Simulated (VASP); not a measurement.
Band structure of Se (trig). Computed with LDA (Ceperley-Alder, Perdew-Zunger), VASP's LDA PAW potentials (set 64) (plane waves; VASP).

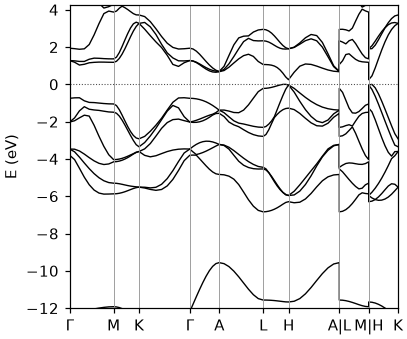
Fig. 1. Bands along high-symmetry lines, zero at the valence-band maximum or, without a gap, the Fermi level

Read the plot: is there a gap, and where are the band edges?

The gap is indirect, 0.25 eV, from the valence maximum at L-H at 0.89 to the conduction minimum at H. (Edges off the drawn lines would not show.)

The compound is Se in the trig structure. It was relaxed first, which changed the volume by -15 %.
